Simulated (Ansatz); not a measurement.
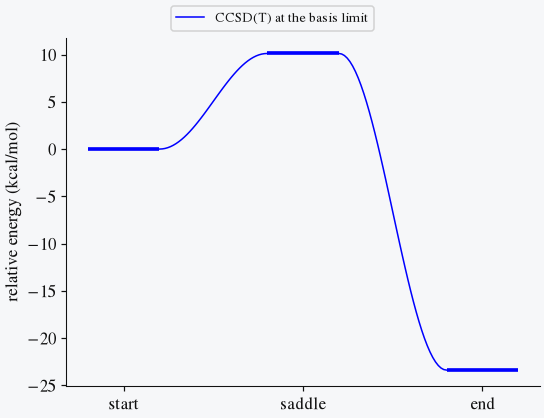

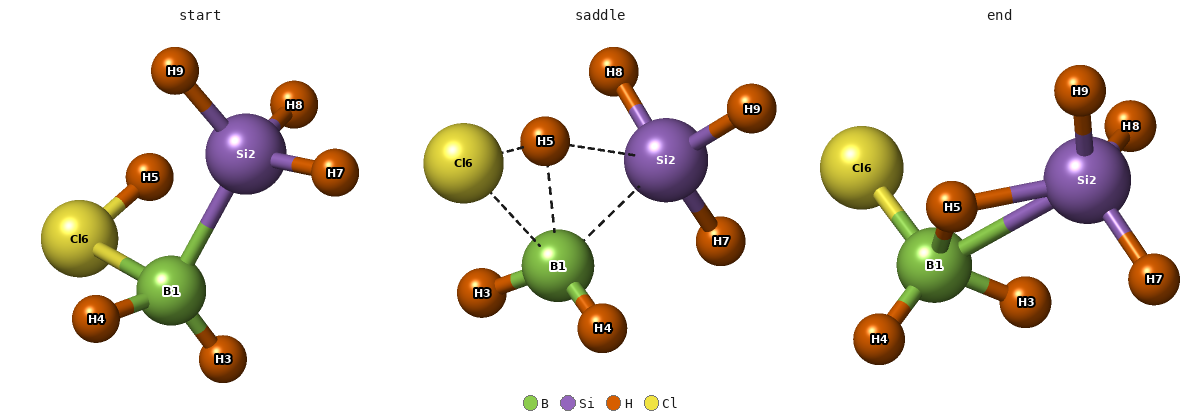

One elementary step of BSiH₆Cl: start, first-order saddle point (changing pairs dashed) and end. Electronic energies at PBE0-D4/def2-TZVP geometries, energies in def2-TZVPP, the Ansatz code 0.2.0; cores frozen in correlated methods, no zero-point terms. Start and end are the structures at the ends of the path (complexes, where there are several molecules). The limit is the MP2 basis limit plus CCSD(T) less MP2 in triple zeta. Lines between the levels only guide the eye.

### Which bonds change in the step?

B1–H5 (2.70 → 1.63 → 1.33 Å) and Si2–H5 (3.04 → 2.16 → 1.61 Å) form; H5–Cl6 (1.29 → 1.37 → 2.53 Å) breaks; B1–Cl6 (2.19 → 2.28 → 1.81 Å) shortens; B1–Si2 (2.01 → 2.06 → 2.23 Å) lengthens (lengths at start, saddle and end; changes of bond order aren't listed). The imaginary mode at the saddle is 352.3i cm⁻¹ (PBE0-D4).

### Give the barriers and step energies (kcal/mol).

```csv
level,barrier,reverse barrier,step energy
CCSD(T) at the basis limit,10.1,33.5,−23.4
```
